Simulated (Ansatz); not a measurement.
# CH₉NSi (built from SMILES C.N[SiH3]): search for a transition state, part 2 of 2

Ansatz 0.2.0, Gaussian basis; PBE0-D4.

## 8. Relaxing after a step of 0.30 Å the other way along the mode

Contents of downb/in.yaml:

```yaml
crystal:
  periodic: [false, false, false]
  atoms:
    - {symbol: Si, position_ang: [-1.067505, -0.085077, 0.423102]}
    - {symbol: N, position_ang: [0.477012, -0.396705, 1.285271]}
    - {symbol: H, position_ang: [-1.993289, -0.241612, 1.546103]}
    - {symbol: H, position_ang: [-1.300034, 1.357977, 0.017320]}
    - {symbol: H, position_ang: [-1.505360, -1.149060, -0.573499]}
    - {symbol: H, position_ang: [0.840016, -0.015570, -0.069287]}
    - {symbol: C, position_ang: [0.733094, 0.309379, -1.288591]}
    - {symbol: H, position_ang: [0.594921, -1.328033, 1.663774]}
    - {symbol: H, position_ang: [0.765242, 0.292422, 1.973378]}
    - {symbol: H, position_ang: [1.214372, 1.255908, -1.218505]}
    - {symbol: H, position_ang: [-0.142164, 0.433650, -1.992411]}
    - {symbol: H, position_ang: [1.383796, -0.433278, -1.766655]}
basis:
  gaussian: {orbitals: def2-TZVP}
hamiltonian: {xc: pbe0, dispersion: d4}
relax: {f_tol: 0.005, max_steps: 200}
```

On the command line:

```sh
ansatz run in.yaml --threads 4 --pin off --events-out ev --progress --plain --max-ram 9574MiB
```

The log of the run:

```text
Functional definition: PBE0
  name "PBE0"
  cite "Adamo & Barone, J. Chem. Phys. 110, 6158 (1999) doi:10.1063/1.478522"
  cite "Perdew, Burke & Ernzerhof, Phys. Rev. Lett. 77, 3865 (1996) doi:10.1103/PhysRevLett.77.3865"
  parent pbe
  parameter a = 0.25
  parameter kappa = 0.804
  parameter beta = 0.06672455060314922
  exchange = (1 - a)*pbe_x(kappa = kappa, mu = beta*pi^2/3) + a*exact_x
  correlation = pbe_c(beta = beta)
999 factors; their error is unknown
mean field evaluation 1: about -10535.5810 eV, gradient 6.7e1 eV
mean field evaluation 2: about -10528.8764 eV, gradient 8.1e1 eV
mean field evaluation 4: about -10544.4760 eV, gradient 4.8e0 eV
mean field evaluation 8: about -10544.5286 eV, gradient 2.8e-2 eV
mean field evaluation 16: about -10544.5556 eV, gradient 1.0e-5 eV
mean field -10544.55560070 eV, -387.5052709692 hartree, gradient 1.0e-5 eV, S^2 0.000000; 0 other end points of the search recorded, 0 dependent functions left out
the calculation of the forces begins
reference -10544.55563340 eV, -387.5052721709 hartree; 18, 18 occupied and 135, 135 virtual orbitals, 999 factors
relax step   1: F+E_penalty+E_count = -10544.71868059 eV  Δ(F+E_penalty+E_count) = +0.000e0 eV  max|allowed force component| = 2.702e0 eV/Å  Δτ_max = 0.0000 Å  (26 SCF iters, accepted)
these checks for a lower state are left out or cut short: starts, cluster_reference, orbital_swaps, neighbouring_geometries, increment
999 factors; their error is unknown
mean field -10545.35886041 eV, -387.5347902192 hartree, gradient 2.5e-5 eV, S^2 0.000000; 0 other end points of the search recorded, 0 dependent functions left out
the calculation of the forces begins
reference -10545.35889369 eV, -387.5347914422 hartree; 18, 18 occupied and 135, 135 virtual orbitals, 999 factors
relax step   2: F+E_penalty+E_count = -10545.51847805 eV  Δ(F+E_penalty+E_count) = -7.998e-1 eV  max|allowed force component| = 3.322e0 eV/Å  Δτ_max = 0.1933 Å  (28 SCF iters, accepted)
these checks for a lower state are left out or cut short: starts, cluster_reference, orbital_swaps, neighbouring_geometries, increment
999 factors; their error is unknown
mean field -10546.03975781 eV, -387.5598127372 hartree, gradient 1.5e-5 eV, S^2 0.000000; 0 other end points of the search recorded, 0 dependent functions left out
the calculation of the forces begins
reference -10546.03979100 eV, -387.5598139567 hartree; 18, 18 occupied and 135, 135 virtual orbitals, 999 factors
relax step   3: F+E_penalty+E_count = -10546.19685165 eV  Δ(F+E_penalty+E_count) = -6.784e-1 eV  max|allowed force component| = 1.044e0 eV/Å  Δτ_max = 0.1945 Å  (29 SCF iters, accepted)
[... from here on, the SCF cycles and remarks between the steps are left out ...]
relax step   4: F+E_penalty+E_count = -10546.52002646 eV  Δ(F+E_penalty+E_count) = -3.232e-1 eV  max|allowed force component| = 1.409e0 eV/Å  Δτ_max = 0.2000 Å  (29 SCF iters, accepted)
relax step   5: F+E_penalty+E_count = -10546.68266247 eV  Δ(F+E_penalty+E_count) = -1.626e-1 eV  max|allowed force component| = 9.320e-1 eV/Å  Δτ_max = 0.1952 Å  (28 SCF iters, accepted)
relax step   6: F+E_penalty+E_count = -10546.73095995 eV  Δ(F+E_penalty+E_count) = -4.830e-2 eV  max|allowed force component| = 3.963e-1 eV/Å  Δτ_max = 0.2000 Å  (28 SCF iters, accepted)
relax step   7: F+E_penalty+E_count = -10546.74323310 eV  Δ(F+E_penalty+E_count) = -1.227e-2 eV  max|allowed force component| = 3.000e-1 eV/Å  Δτ_max = 0.1534 Å  (28 SCF iters, accepted)
relax step   8: F+E_penalty+E_count = -10546.75416824 eV  Δ(F+E_penalty+E_count) = -1.094e-2 eV  max|allowed force component| = 5.128e-2 eV/Å  Δτ_max = 0.0588 Å  (28 SCF iters, accepted)
relax step   9: F+E_penalty+E_count = -10546.75613989 eV  Δ(F+E_penalty+E_count) = -1.972e-3 eV  max|allowed force component| = 3.116e-2 eV/Å  Δτ_max = 0.0574 Å  (28 SCF iters, accepted)
relax step  10: F+E_penalty+E_count = -10546.75634791 eV  Δ(F+E_penalty+E_count) = -2.080e-4 eV  max|allowed force component| = 2.215e-2 eV/Å  Δτ_max = 0.0106 Å  (30 SCF iters, accepted)
relax step  11: F+E_penalty+E_count = -10546.75665405 eV  Δ(F+E_penalty+E_count) = -3.061e-4 eV  max|allowed force component| = 1.023e-2 eV/Å  Δτ_max = 0.0269 Å  (29 SCF iters, accepted)
relax step  12: F+E_penalty+E_count = -10546.75670893 eV  Δ(F+E_penalty+E_count) = -5.488e-5 eV  max|allowed force component| = 8.711e-3 eV/Å  Δτ_max = 0.0103 Å  (30 SCF iters, accepted)
relax step  13: F+E_penalty+E_count = -10546.75675733 eV  Δ(F+E_penalty+E_count) = -4.840e-5 eV  max|allowed force component| = 9.105e-3 eV/Å  Δτ_max = 0.0193 Å  (29 SCF iters, accepted)
relax step  14: F+E_penalty+E_count = -10546.75679364 eV  Δ(F+E_penalty+E_count) = -3.631e-5 eV  max|allowed force component| = 8.152e-3 eV/Å  Δτ_max = 0.0175 Å  (29 SCF iters, accepted)
relax step  15: F+E_penalty+E_count = -10546.75681880 eV  Δ(F+E_penalty+E_count) = -2.516e-5 eV  max|allowed force component| = 9.640e-3 eV/Å  Δτ_max = 0.0157 Å  (29 SCF iters, accepted)
relax step  16: F+E_penalty+E_count = -10546.75683010 eV  Δ(F+E_penalty+E_count) = -1.130e-5 eV  max|allowed force component| = 7.167e-3 eV/Å  Δτ_max = 0.0064 Å  (30 SCF iters, accepted)
relax step  17: F+E_penalty+E_count = -10546.75684477 eV  Δ(F+E_penalty+E_count) = -1.467e-5 eV  max|allowed force component| = 3.122e-3 eV/Å  Δτ_max = 0.0143 Å  (29 SCF iters, accepted)
relax step  18: F+E_penalty+E_count = -10546.75686155 eV  Δ(F+E_penalty+E_count) = -1.677e-5 eV  max|allowed force component| = 1.707e-2 eV/Å  Δτ_max = 0.0327 Å  (28 SCF iters, accepted)
relax step  19: F+E_penalty+E_count = -10546.75689136 eV  Δ(F+E_penalty+E_count) = -2.982e-5 eV  max|allowed force component| = 1.425e-2 eV/Å  Δτ_max = 0.0239 Å  (29 SCF iters, accepted)
relax step  20: F+E_penalty+E_count = -10546.75692039 eV  Δ(F+E_penalty+E_count) = -2.903e-5 eV  max|allowed force component| = 2.272e-2 eV/Å  Δτ_max = 0.0234 Å  (29 SCF iters, accepted)
relax step  21: F+E_penalty+E_count = -10546.75668890 eV  Δ(F+E_penalty+E_count) = +2.315e-4 eV  max|allowed force component| = 9.219e-2 eV/Å  Δτ_max = 0.0715 Å  (27 SCF iters, rejected (line search))
relax step  22: F+E_penalty+E_count = -10546.75692105 eV  Δ(F+E_penalty+E_count) = -6.586e-7 eV  max|allowed force component| = 4.320e-2 eV/Å  Δτ_max = 0.0200 Å  (29 SCF iters, accepted)
relax step  23: F+E_penalty+E_count = -10546.75697249 eV  Δ(F+E_penalty+E_count) = -5.144e-5 eV  max|allowed force component| = 9.239e-3 eV/Å  Δτ_max = 0.0108 Å  (29 SCF iters, accepted)
relax step  24: F+E_penalty+E_count = -10546.75698241 eV  Δ(F+E_penalty+E_count) = -9.913e-6 eV  max|allowed force component| = 3.309e-2 eV/Å  Δτ_max = 0.0319 Å  (28 SCF iters, accepted)
relax step  25: F+E_penalty+E_count = -10546.75701560 eV  Δ(F+E_penalty+E_count) = -3.320e-5 eV  max|allowed force component| = 1.333e-2 eV/Å  Δτ_max = 0.0044 Å  (30 SCF iters, accepted)
relax step  26: F+E_penalty+E_count = -10546.75704784 eV  Δ(F+E_penalty+E_count) = -3.224e-5 eV  max|allowed force component| = 9.263e-3 eV/Å  Δτ_max = 0.0176 Å  (29 SCF iters, accepted)
relax step  27: F+E_penalty+E_count = -10546.75583266 eV  Δ(F+E_penalty+E_count) = +1.215e-3 eV  max|allowed force component| = 1.735e-1 eV/Å  Δτ_max = 0.1211 Å  (27 SCF iters, rejected (line search))
relax step  28: F+E_penalty+E_count = -10546.75695490 eV  Δ(F+E_penalty+E_count) = +9.294e-5 eV  max|allowed force component| = 7.289e-2 eV/Å  Δτ_max = 0.0016 Å  (22 SCF iters, rejected (line search))
relax step  29: F+E_penalty+E_count = -10546.75705348 eV  Δ(F+E_penalty+E_count) = -5.637e-6 eV  max|allowed force component| = 1.500e-3 eV/Å  Δτ_max = 0.0008 Å  (20 SCF iters, accepted)
relax step  30: F+E_penalty+E_count = -10546.75707899 eV  Δ(F+E_penalty+E_count) = -2.551e-5 eV  max|allowed force component| = 2.885e-3 eV/Å  Δτ_max = 0.0152 Å  (29 SCF iters, accepted)
relax step  31: F+E_penalty+E_count = -10546.75710180 eV  Δ(F+E_penalty+E_count) = -2.281e-5 eV  max|allowed force component| = 5.080e-3 eV/Å  Δτ_max = 0.0136 Å  (29 SCF iters, accepted)
relax step  32: F+E_penalty+E_count = -10546.74483169 eV  Δ(F+E_penalty+E_count) = +1.227e-2 eV  max|allowed force component| = 5.496e-1 eV/Å  Δτ_max = 0.1953 Å  (27 SCF iters, rejected (line search))
relax step  33: F+E_penalty+E_count = -10546.75705740 eV  Δ(F+E_penalty+E_count) = +4.440e-5 eV  max|allowed force component| = 1.988e-2 eV/Å  Δτ_max = 0.0046 Å  (30 SCF iters, rejected (line search))
these checks for a lower state are left out or cut short: starts, cluster_reference, orbital_swaps, neighbouring_geometries, increment
999 factors; their error is unknown
mean field -10546.62954039 eV, -387.5814868471 hartree, gradient 1.8e-5 eV, S^2 0.000000; 0 other end points of the search recorded, 0 dependent functions left out
the calculation of the forces begins
reference -10546.62957545 eV, -387.5814881355 hartree; 18, 18 occupied and 135, 135 virtual orbitals, 999 factors
relax step  34: F+E_penalty+E_count = -10546.75710649 eV  Δ(F+E_penalty+E_count) = -4.690e-6 eV  max|allowed force component| = 1.002e-3 eV/Å  Δτ_max = 0.0022 Å  (21 SCF iters, accepted)
999 factors; their error is unknown
mean field evaluation 256: about -10546.6294 eV, gradient 3.2e-1 eV
mean field -10546.62954039 eV, -387.5814868471 hartree, gradient 2.1e-5 eV, S^2 0.000000; 1 other end points of the search recorded, 0 dependent functions left out
the calculation of the forces begins
reference -10546.62957545 eV, -387.5814881355 hartree; 18, 18 occupied and 135, 135 virtual orbitals, 999 factors
Total energy: -10546.75714155 eV, -387.5861761032 hartree
Atom 0 at    -1.431832    -0.158390     1.028598 Å, force     0.000224    -0.000400    -0.000658 eV/Å
Atom 1 at     0.128744    -0.499430     1.672326 Å, force     0.000404     0.000614     0.000613 eV/Å
Atom 2 at    -2.569010    -0.270018     1.990912 Å, force     0.000009     0.000388     0.000271 eV/Å
Atom 3 at    -1.418414     1.235154     0.514764 Å, force    -0.000160     0.000288     0.000191 eV/Å
Atom 4 at    -1.687900    -1.118167    -0.075792 Å, force    -0.000067    -0.000193     0.000146 eV/Å
Atom 5 at     1.218204     0.097119    -0.832205 Å, force    -0.000135    -0.000147    -0.000168 eV/Å
Atom 6 at     1.214457     0.421862    -1.872892 Å, force    -0.000019    -0.000082     0.000458 eV/Å
Atom 7 at     0.365225    -1.448015     1.916355 Å, force    -0.000634    -0.000319    -0.000126 eV/Å
Atom 8 at     0.545493     0.146599     2.323729 Å, force     0.000184    -0.000284    -0.000434 eV/Å
Atom 9 at     1.413003     1.492501    -1.922658 Å, force    -0.000352     0.000543     0.000243 eV/Å
Atom 10 at     0.239127     0.215503    -2.313863 Å, force    -0.000457    -0.000484    -0.000205 eV/Å
Atom 11 at     1.983005    -0.114718    -2.429274 Å, force     0.001002     0.000075    -0.000333 eV/Å
Dipole moment:     0.123867    -0.082800     0.265976 e Å
```

It took 51 s on 4 threads of Arm Neoverse V1, shared host.

The steps of the relaxation: (not every step is listed) (the energy doesn't fall at every step)

```tsv
step	energy from step 1 (eV)	largest force component (eV/Å)
1	0.0000	2.7018
2	-0.7998	3.3224
3	-1.4782	1.0444
4	-1.8013	1.4087
5	-1.9640	0.9320
6	-2.0123	0.3963
7	-2.0246	0.3000
8	-2.0355	0.0513
9	-2.0375	0.0312
11	-2.0380	0.0102
13	-2.0381	0.0091
15	-2.0381	0.0096
17	-2.0382	0.0031
19	-2.0382	0.0142
21	-2.0380	0.0922
23	-2.0383	0.0092
25	-2.0383	0.0133
27	-2.0372	0.1735
29	-2.0384	0.0015
30	-2.0384	0.0029
31	-2.0384	0.0051
32	-2.0262	0.5496
33	-2.0384	0.0199
34	-2.0384	0.0010
```

Close pairs (by a distance rule), those that changed most:

```tsv
bond	before (Å)	after (Å)	change (Å)
H6–C7	1.266	1.090	-0.176
Si1–N2	1.796	1.722	-0.074
C7–H11	1.130	1.090	-0.040
Si1–H5	1.522	1.485	-0.037
Si1–H4	1.517	1.485	-0.032
Si1–H3	1.464	1.494	+0.030
C7–H10	1.064	1.090	+0.026
N2–H9	1.016	1.008	-0.008
```

## 9. What the saddle joins

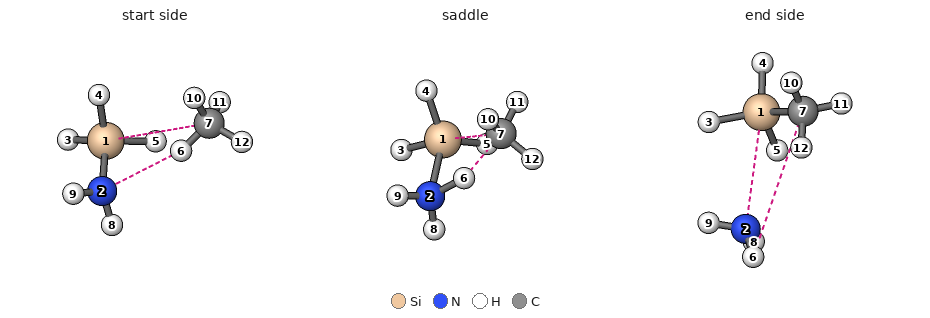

The minimum on the start side, the saddle and the minimum on the end side; broken lines mark the pairs that change.

```tsv
pair	start side (Å)	saddle (Å)	end side (Å)
Si1–C7	3.970	2.351	1.866
N2–H6	2.796	1.166	1.013
Si1–N2	1.722	1.877	3.391
H6–C7	1.090	1.568	4.155
```

## 10. Summary of results

This closing draws on all 2 parts.

| quantity | value |
| --- | --- |
| imaginary mode | 1177i cm⁻¹ |
| barrier from the start side | 248.9 kJ/mol |
| barrier from the end side | 209.8 kJ/mol |
| energy of the step | +39.1 kJ/mol |
| pairs that change | Si1–C7 formed, N2–H6 formed, Si1–N2 broken, H6–C7 broken |
| zero-point energy at the saddle | 2.556 eV |

What this shows: One imaginary mode, 1177i cm⁻¹, makes this a first-order saddle. The two relaxations end on the structures that were planned. At PBE0-D4/def2-TZVP the electronic barrier is 248.9 kJ/mol, about 100 kT at 298 K, and the step runs 39.1 kJ/mol uphill. With so stiff a mode tunnelling counts: Wigner's rough correction is a factor of 2.3 at 298 K. A step off the saddle overshot and began above it in energy, so the link to its end is likely but not proven. The ends are the nearest minima, not always the lowest complexes.
